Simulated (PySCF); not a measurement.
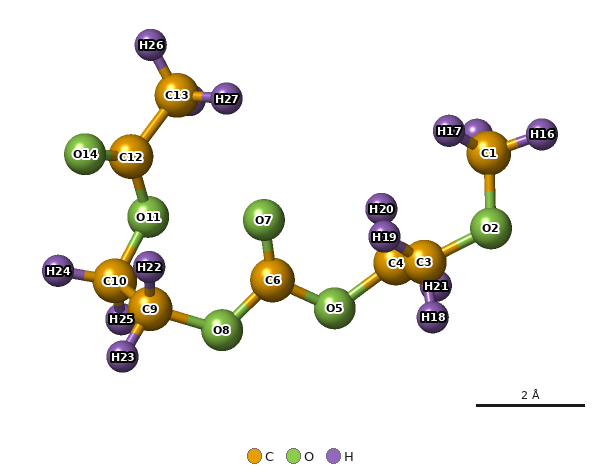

The structure (ball-and-stick view, seen at a tilt; atoms are numbered from 1 in the order of the input).

**NMR shielding calculation of C8H14O6**

C8H14O6, computed with GIAO mPW1PW91/6-31G* NMR shielding, non-relativistic, gas phase (PySCF 2.14.0).

The geometry comes from this level: GFN2-xTB. Figures and captions count atoms from 1; the log counts them from 0 in places.

### The program's output
```
coarse grid: 23888 points
cycle   1  E = -764.1959120353  dE =  2.455e+00  |g| = 1.369e+00  |ddm| = 5.008e+00
cycle   2  E = -763.6173973534  dE =  5.785e-01  |g| = 2.233e+00  |ddm| = 2.604e+00
cycle   3  E = -764.5240788826  dE = -9.067e-01  |g| = 3.667e-01  |ddm| = 1.822e+00
cycle   4  E = -764.5488269382  dE = -2.475e-02  |g| = 1.116e-01  |ddm| = 3.563e-01
cycle   5  E = -764.5509686062  dE = -2.142e-03  |g| = 2.538e-02  |ddm| = 8.296e-02
cycle   6  E = -764.5511074742  dE = -1.389e-04  |g| = 7.418e-03  |ddm| = 2.424e-02
cycle   7  E = -764.5511166146  dE = -9.140e-06  |g| = 2.903e-03  |ddm| = 6.642e-03
final grid: 232120 points
cycle   8  E = -764.4296365144  dE = -4.528e-05  |g| = 1.288e-02  |ddm| = 3.324e-02
cycle   9  E = -764.4296031270  dE =  3.339e-05  |g| = 1.871e-02  |ddm| = 2.229e-02
cycle  10  E = -764.4296703032  dE = -6.718e-05  |g| = 1.976e-03  |ddm| = 1.319e-02
cycle  11  E = -764.4296710579  dE = -7.547e-07  |g| = 4.916e-04  |ddm| = 1.721e-03
cycle  12  E = -764.4296710995  dE = -4.162e-08  |g| = 1.677e-04  |ddm| = 4.826e-04
cycle  13  E = -764.4296711050  dE = -5.445e-09  |g| = 3.641e-05  |ddm| = 1.592e-04
cycle  14  E = -764.4296711052  dE = -2.419e-10  |g| = 1.366e-05  |ddm| = 3.947e-05
```

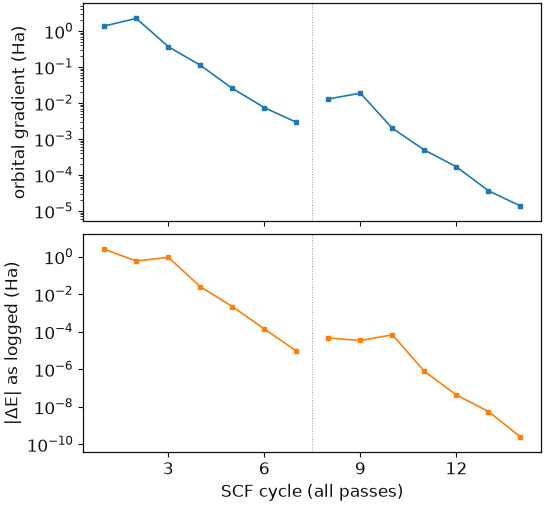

Convergence of the self-consistent field: orbital gradient and size of the energy change against the SCF cycle. The dotted line marks the change from a coarse to the final integration grid. The first 7 cycles use a coarse grid, the final grid takes over at cycle 8, and the field converges after 14 cycles in all.

```
converged SCF energy = -764.4296711052

GIAO shielding tensors (ppm)
atom      isotropic    diamagn.    paramagn.     s11        s22        s33       span
  0 C      138.850     246.420    -107.569    106.455    120.582    189.514     83.059
  1 O      326.911     380.280     -53.368    306.591    318.849    355.294     48.703
  2 C      129.384     249.399    -120.015     99.562    110.325    178.265     78.703
  3 C      133.224     246.393    -113.169    100.889    123.794    174.988     74.099
  4 O      199.159     396.944    -197.785     74.740    240.821    281.916    207.175
  5 C       47.983     253.296    -205.313    -26.615     72.013     98.552    125.167
  6 O       79.736     404.750    -325.014    -64.000    -31.192    334.399    398.399
  7 O      192.359     396.529    -204.170     77.713    231.771    267.593    189.880
  8 C      132.376     245.204    -112.829    103.346    124.513    169.268     65.922
  9 C      132.764     239.966    -107.202    103.882    135.045    159.365     55.483
 10 O      160.381     402.515    -242.135     -6.076    238.384    248.834    254.910
 11 C       33.773     245.200    -211.427    -59.078     68.259     92.138    151.217
 12 C      174.113     254.742     -80.629    155.288    166.483    200.568     45.280
 13 O      -59.061     398.458    -457.519   -324.029   -181.658    328.505    652.534
 14 H       28.881      29.812      -0.931     24.850     27.725     34.067      9.217
 15 H       28.723      28.314       0.408     24.726     26.676     34.766     10.040
 16 H       29.234      29.340      -0.107     26.436     27.168     34.097      7.661
 17 H       28.588      30.406      -1.818     23.702     30.009     32.053      8.351
 18 H       28.654      31.626      -2.973     24.002     29.314     32.645      8.643
 19 H       27.442      33.259      -5.817     23.417     28.043     30.866      7.450
 20 H       28.563      31.246      -2.683     24.041     29.253     32.395      8.354
 21 H       27.049      31.036      -3.987     24.099     27.549     29.501      5.402
 22 H       28.841      29.719      -0.878     23.572     28.894     34.058     10.486
 23 H       27.685      27.347       0.339     23.518     27.325     32.214      8.696
 24 H       28.650      28.485       0.166     24.236     27.963     33.751      9.515
 25 H       30.779      28.882       1.897     26.895     29.041     36.400      9.505
 26 H       29.986      33.609      -3.622     25.628     30.402     33.929      8.301
 27 H       30.677      30.828      -0.151     27.040     30.268     34.724      7.684
```

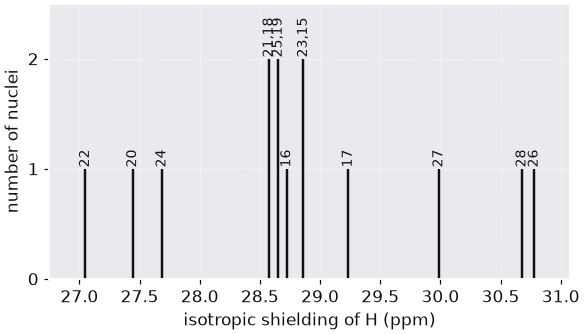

Isotropic shieldings of the hydrogen nuclei in this fixed geometry, labelled by atom number; shielding grows to the right, so chemical shift grows to the left. The least shielded is H22 (27.0 ppm), the most shielded H26 (30.8 ppm).

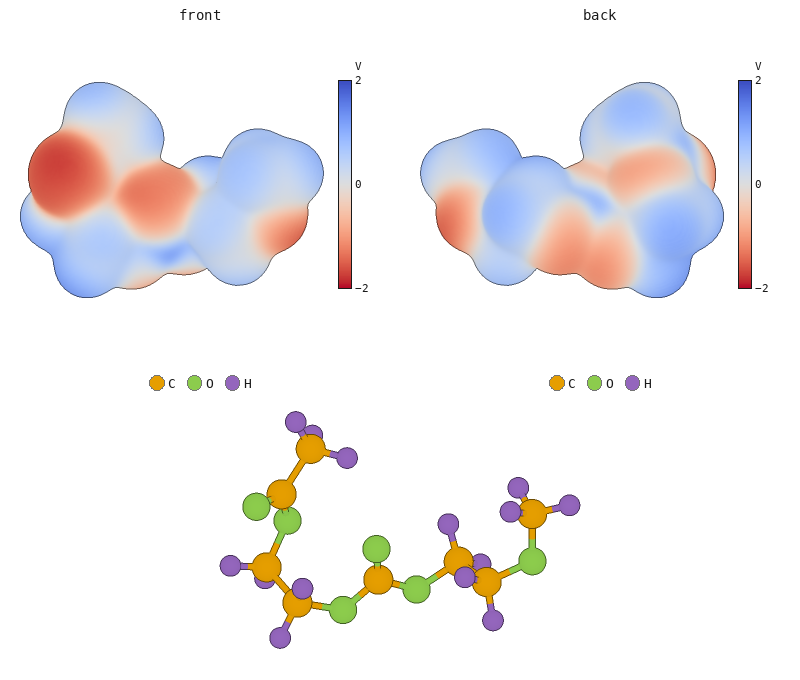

The molecular electrostatic potential painted on the density surface at 0.002 e/bohr³, seen at a tilt and from behind; the colour scale runs from red (negative) to blue (positive). The bare structure is drawn below in the same view.

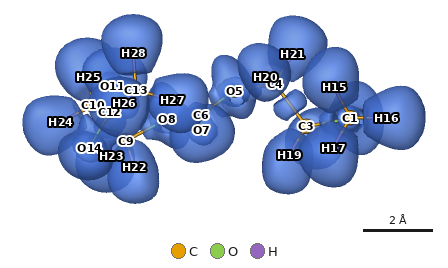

Isosurface of the ELF at 0.75 (blue), seen from the side. Only the valence region is drawn (cores and ρ < 0.01 e/Å³ removed). Profiles from the grid: C–O (1.20 Å): the ELF peaks at about 0.85 between the atoms (a multiple bond by its length, whose ELF region spreads away from the axis). C–C (1.50 Å): the ELF peaks at about 0.95 between the atoms (localised, shared-pair bonding).

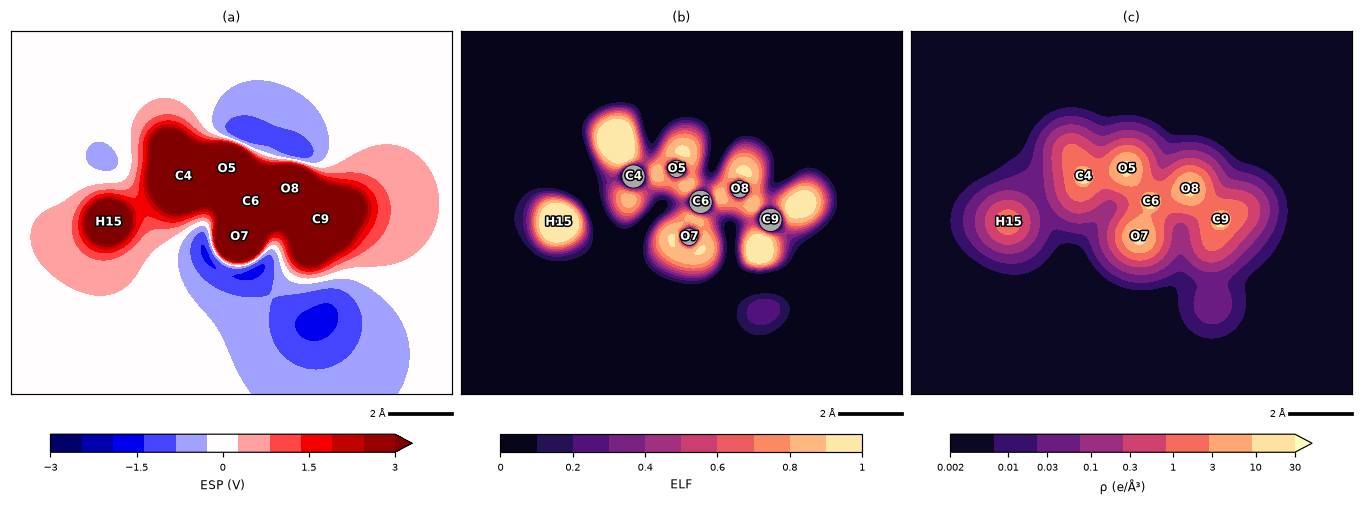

(a) molecular electrostatic potential; (b) ELF; (c) total electron density on the plane of atoms C4, O5 and C6. Grey discs, where drawn, cover atomic cores. The section cuts through C, O and H sites. C–O (1.20 Å): ρ at the midpoint is about 3.4 e/Å³; the ELF peaks at about 0.85 between the atoms; a double or triple bond. C–O (1.33 Å): ρ at the midpoint is about 2.5 e/Å³; the ELF peaks at about 0.90 between the atoms, which marks a polar covalent bond.

The run was set up as follows.

### Input
```
{"job": {"xc": "mPW1PW91", "basis": "6-31G*", "kind": "nmr", "pop": true}, "charge": 0, "multiplicity": 1}
C      3.722224     2.017759     0.837753
O      4.109050     0.779620     0.286538
C      3.078239    -0.165017     0.185547
C      2.091745     0.135470    -0.957108
O      1.209909    -0.962821    -1.166746
C      0.166591    -1.044628    -0.341983
O     -0.096735    -0.263012     0.528330
O     -0.517804    -2.146843    -0.646271
C     -1.742726    -2.359032     0.049659
C     -2.908336    -1.691907    -0.684669
O     -2.767261    -0.279789    -0.683240
C     -3.082745     0.352796     0.463858
C     -2.716146     1.804454     0.387945
O     -3.579842    -0.202394     1.405480
H      3.086704     2.590704     0.154748
H      4.642891     2.570237     1.015293
H      3.190943     1.878048     1.785781
H      3.568619    -1.120974    -0.017475
H      2.520648    -0.239044     1.130644
H      1.505049     1.031900    -0.732278
H      2.633384     0.263495    -1.895780
H     -1.668303    -1.954229     1.063996
H     -1.887022    -3.439583     0.078910
H     -3.845316    -1.970738    -0.190862
H     -2.918641    -1.988284    -1.734629
H     -3.302240     2.375479     1.100949
H     -1.661656     1.877506     0.650793
H     -2.852127     2.178184    -0.621989
```

The first line tells a small driver script what to run in PySCF; the rest is the geometry in Å.

Command:
```bash
OMP_NUM_THREADS=1 python <driver script> task.json out
```

### Results in brief

```json
{"quantity": "outcome", "value": "converged"}
{"quantity": "total energy", "value": "−764.429671 hartree"}
{"quantity": "HOMO", "value": "−7.33 eV"}
{"quantity": "LUMO", "value": "0.68 eV"}
{"quantity": "dipole moment", "value": "1.29 D"}
{"quantity": "isotropic shielding, C", "value": "33.8 to 174.1 ppm"}
{"quantity": "isotropic shielding, O", "value": "−59.1 to 326.9 ppm"}
{"quantity": "isotropic shielding, H", "value": "27.0 to 30.8 ppm"}
{"quantity": "hardware", "value": "1 CPU thread, shared host"}
{"quantity": "wall time", "value": "67 s"}
{"quantity": "peak memory", "value": "1.4 GiB"}
```
